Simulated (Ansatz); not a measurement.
## BN2H7: geometry relaxation (part 1 of 2)

System: BN2H7.
Method: RKS B3LYP-D4/6-31G* (Ansatz 0.2.0).

The input holds or restrains some coordinates. Forces given for the steps count only the free coordinates. It belongs to a series of runs on one base structure; here: pulled along the bonds that form and break, towards end A. Figures and captions count atoms from 1; the log counts them from 0 in places.

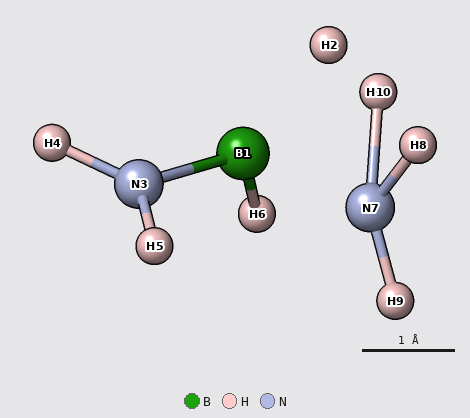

Figure 1. The starting structure (ball-and-stick view, seen at a tilt; atoms are numbered from 1 in the order of the input). Bond lengths as drawn: B–H 1.19 Å, B–N 1.55 Å and H–N 1.06 to 1.30 Å.

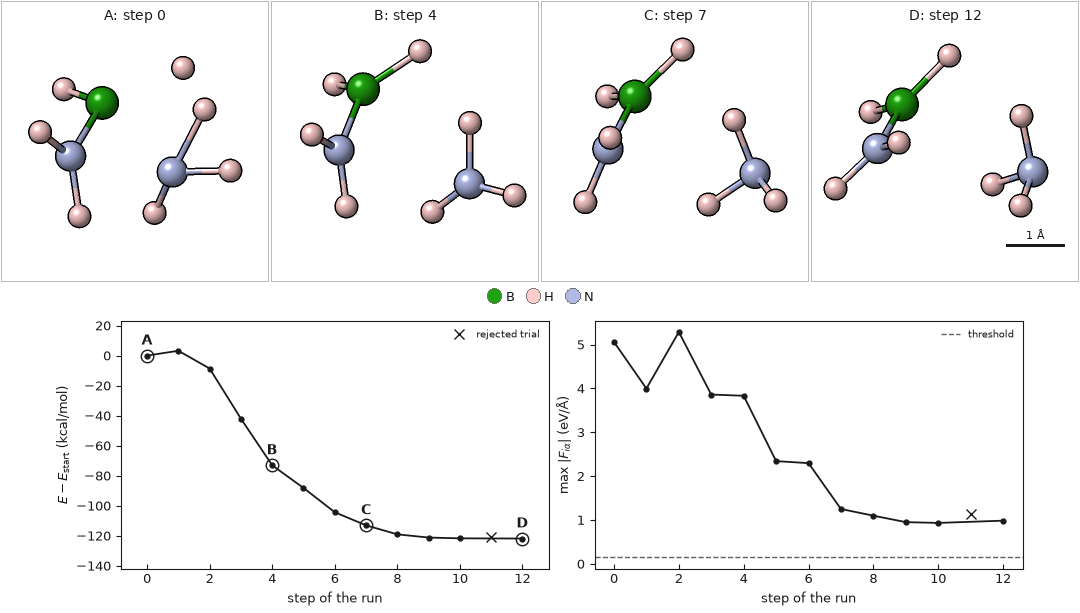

Figure 2. Frames of the restrained relaxation (ball-and-stick view, seen at a tilt) above the curves, on which the letters mark them (the first geometry is step 0 here and step 1 in the log).

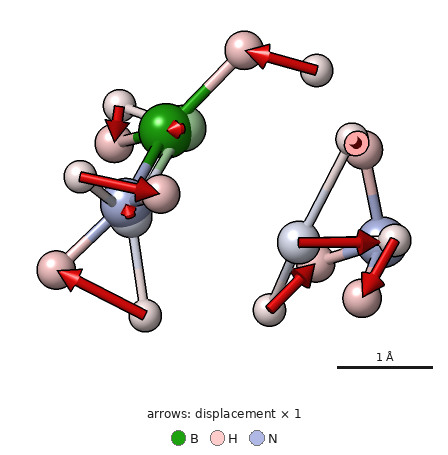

Figure 3. Start (faint) and end (solid) with the displacements as red arrows, at true length (ball-and-stick view, seen at a tilt). The two geometries are laid on each other by the best rigid fit. Over 12 geometry steps the energy falls by 121.8 kcal/mol. Largest force component: 5.1 eV/Å at the start, 0.99 eV/Å at the end. The line search rejected the trial step at point 11 (counted from 0) and went back. The largest move after the best rigid fit is that of H5, 1.06 Å. By element the largest moves are H 1.06 Å, N 0.91 Å, B 0.21 Å. Distances before and after: B1–H2 1.540 → 1.193 Å, N7–H10 1.302 → 1.038 Å, B1–N3 1.550 → 1.396 Å, N3–H4 1.060 → 1.010 Å. New bonds form: B1–H2 (1.54 → 1.19 Å). Among the angles that change: H9–N7–H10 156.9° → 105.9°, H8–N7–H10 57.9° → 105.7°, H8–N7–H9 120.0° → 106.6°. (Atoms are counted from 1 in the order of the input.)

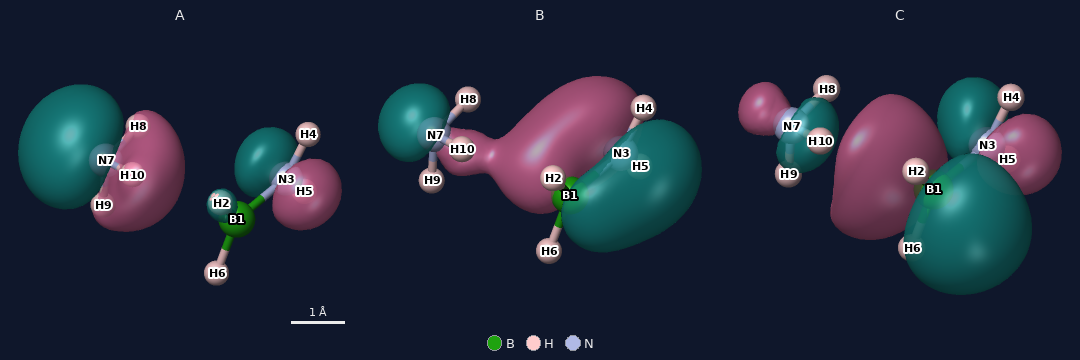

Figure 4. Three frontier orbitals at ±0.1 Å⁻³ᐟ² (teal and pink are the two phases). B is the HOMO−1 (−8.25 eV). A is the HOMO (−6.70 eV). C is the LUMO (0.68 eV). By Hirshfeld shares it lies mainly on B1 (50 %), N3 (20 %) and N7 (10 %). The HOMO–LUMO gap is 7.38 eV between the orbital energies.

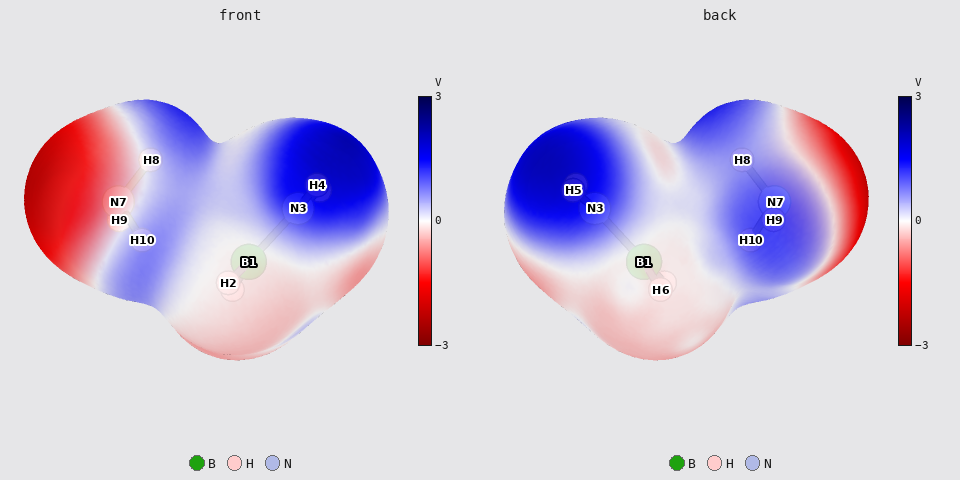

Figure 5. The electrostatic potential painted on the density surface at 0.002 e/bohr³, seen face on and from behind; red is negative and blue positive. A positive charge is drawn to the negative regions and a negative charge to the positive ones.

These pictures come from the run below.

The input:
```yaml
crystal:
  periodic: [false, false, false]
  atoms:
    - { symbol: B, position_ang: [0.0, 0.0, 0.0] }
    - { symbol: H, position_ang: [0.0, 0.0, 1.54] }
    - { symbol: "N", position_ang: [1.3423, 0.0, -0.775] }
    - { symbol: H, position_ang: [1.8089, -0.9179, -1.0268] }
    - { symbol: H, position_ang: [1.7937, 0.9179, -1.0532] }
    - { symbol: H, position_ang: [-1.0305, 0.0, -0.595] }
    - { symbol: "N", position_ang: [0.0829, 1.7537, 0.5833] }
    - { symbol: H, position_ang: [0.4765, 1.9752, 1.5423] }
    - { symbol: H, position_ang: [-0.2631, 2.537, -0.0414] }
    - { symbol: H, position_ang: [0.0424, 0.8968, 1.5631] }
basis:
  gaussian: { orbitals: "6-31G*" }
hamiltonian:
  xc: b3lyp
  dispersion: d4
relax:
  f_tol: 0.15
  max_steps: 25
  restrain:
    - { distance: [0, 6], at: 2.75, k: 30.0 }
    - { distance: [9, 1], at: 1.86, k: 30.0 }
    - { distance: [0, 1], at: 1.19, k: 30.0 }
    - { distance: [9, 6], at: 1.06, k: 30.0 }
output:
  orbitals: {}
```

Command:
```bash
ansatz run input.yaml --threads 1 --pin off --max-ram 2048MiB --backend cpu --events-out ev --progress --plain --runs-dir out
```

Log:
```
The last accepted step is kept in [file] (removed where the run ends without a failure and the disk answers)
Engine: ansatz 0.2.0, aarch64-unknown-linux-gnu
Functional definition: B3LYP
  parameter a0 = 0.2
  parameter ax = 0.72
  parameter ac = 0.81
  exchange = (1 - a0 - ax)*slater_x + ax*b88_x + a0*exact_x
  correlation = (1 - ac)*vwn_rpa_c + ac*lyp_c
729 factors; integrals over basis functions are off by at most 6.4e-4 eV
mean field evaluation 1: about -3756.1611 eV, gradient 7.0e1 eV
mean field evaluation 2: about -3730.7305 eV, gradient 1.2e2 eV
mean field evaluation 4: about -3765.6485 eV, gradient 8.4e0 eV
mean field evaluation 8: about -3765.7899 eV, gradient 1.0e-1 eV
mean field -3765.78993229 eV, -138.3902274675 hartree, gradient 2.9e-5 eV, S^2 0.000000; 0 other end points of the search recorded, 0 dependent functions left out
the calculation of the forces begins
reference -3765.79011931 eV, -138.3902343406 hartree; 13, 13 occupied and 46, 46 virtual orbitals, 729 factors
relax step   1: F+E_penalty+E_count = -3765.98895293 eV  Δ(F+E_penalty+E_count) = +0.000e0 eV  max|allowed force component| = 5.060e0 eV/Å  E_restraint = 28.74623267 eV  max|allowed force component, restraints' pulls added| = 3.163e1 eV/Å  Δτ_max = 0.0000 Å  (25 SCF iters, accepted)
  distance B 0 - N 6 = 1.8500 Å
  distance H 9 - H 1 = 0.8981 Å
  distance B 0 - H 1 = 1.5400 Å
  distance H 9 - N 6 = 1.3023 Å
these checks for a lower state are left out or cut short: starts, cluster_reference, orbital_swaps, neighbouring_geometries, increment
729 factors; integrals over basis functions are off by at most 7.2e-4 eV
mean field evaluation 16: about -3764.6415 eV, gradient 1.3e1 eV
mean field -3765.64801828 eV, -138.3850122238 hartree, gradient 1.9e-5 eV, S^2 0.000000; 0 other end points of the search recorded, 0 dependent functions left out
[... from here on the field's lines of each further geometry are left out, up to the last ...]
relax step   2: F+E_penalty+E_count = -3765.84883741 eV  Δ(F+E_penalty+E_count) = +1.401e-1 eV  max|allowed force component| = 3.998e0 eV/Å  E_restraint = 14.13450228 eV  max|allowed force component, restraints' pulls added| = 2.078e1 eV/Å  Δτ_max = 0.1948 Å  (29 SCF iters, accepted)
relax step   3: F+E_penalty+E_count = -3766.36119912 eV  Δ(F+E_penalty+E_count) = -5.124e-1 eV  max|allowed force component| = 5.288e0 eV/Å  E_restraint = 4.29265839 eV  max|allowed force component, restraints' pulls added| = 1.037e1 eV/Å  Δτ_max = 0.1948 Å  (29 SCF iters, accepted)
relax step   4: F+E_penalty+E_count = -3767.80999211 eV  Δ(F+E_penalty+E_count) = -1.449e0 eV  max|allowed force component| = 3.861e0 eV/Å  E_restraint = 0.56104596 eV  max|allowed force component, restraints' pulls added| = 3.861e0 eV/Å  Δτ_max = 0.1947 Å  (27 SCF iters, accepted)
relax step   5: F+E_penalty+E_count = -3769.15637209 eV  Δ(F+E_penalty+E_count) = -1.346e0 eV  max|allowed force component| = 3.833e0 eV/Å  E_restraint = 0.05919695 eV  max|allowed force component, restraints' pulls added| = 2.753e0 eV/Å  Δτ_max = 0.1930 Å  (28 SCF iters, accepted)
relax step   6: F+E_penalty+E_count = -3769.81023459 eV  Δ(F+E_penalty+E_count) = -6.539e-1 eV  max|allowed force component| = 2.343e0 eV/Å  E_restraint = 0.04987772 eV  max|allowed force component, restraints' pulls added| = 2.438e0 eV/Å  Δτ_max = 0.2000 Å  (29 SCF iters, accepted)
relax step   7: F+E_penalty+E_count = -3770.51168677 eV  Δ(F+E_penalty+E_count) = -7.015e-1 eV  max|allowed force component| = 2.297e0 eV/Å  E_restraint = 0.05176731 eV  max|allowed force component, restraints' pulls added| = 3.288e0 eV/Å  Δτ_max = 0.1947 Å  (28 SCF iters, accepted)
relax step   8: F+E_penalty+E_count = -3770.89038723 eV  Δ(F+E_penalty+E_count) = -3.787e-1 eV  max|allowed force component| = 1.252e0 eV/Å  E_restraint = 0.02285155 eV  max|allowed force component, restraints' pulls added| = 1.172e0 eV/Å  Δτ_max = 0.1950 Å  (26 SCF iters, accepted)
relax step   9: F+E_penalty+E_count = -3771.15063975 eV  Δ(F+E_penalty+E_count) = -2.603e-1 eV  max|allowed force component| = 1.100e0 eV/Å  E_restraint = 0.01720301 eV  max|allowed force component, restraints' pulls added| = 5.832e-1 eV/Å  Δτ_max = 0.2000 Å  (26 SCF iters, accepted)
relax step  10: F+E_penalty+E_count = -3771.24326435 eV  Δ(F+E_penalty+E_count) = -9.262e-2 eV  max|allowed force component| = 9.524e-1 eV/Å  E_restraint = 0.01052487 eV  max|allowed force component, restraints' pulls added| = 1.577e-1 eV/Å  Δτ_max = 0.2000 Å  (26 SCF iters, accepted)
relax step  11: F+E_penalty+E_count = -3771.26617260 eV  Δ(F+E_penalty+E_count) = -2.291e-2 eV  max|allowed force component| = 9.339e-1 eV/Å  E_restraint = 0.01021748 eV  max|allowed force component, restraints' pulls added| = 7.091e-2 eV/Å  Δτ_max = 0.1854 Å  (25 SCF iters, accepted)
relax step  12: F+E_penalty+E_count = -3771.23564664 eV  Δ(F+E_penalty+E_count) = +3.053e-2 eV  max|allowed force component| = 1.146e0 eV/Å  E_restraint = 0.01359171 eV  max|allowed force component, restraints' pulls added| = 1.193e0 eV/Å  Δτ_max = 0.1982 Å  (26 SCF iters, rejected (line search))
the calculation of the forces begins
reference -3771.10316979 eV, -138.5854853444 hartree; 13, 13 occupied and 46, 46 virtual orbitals, 729 factors
```
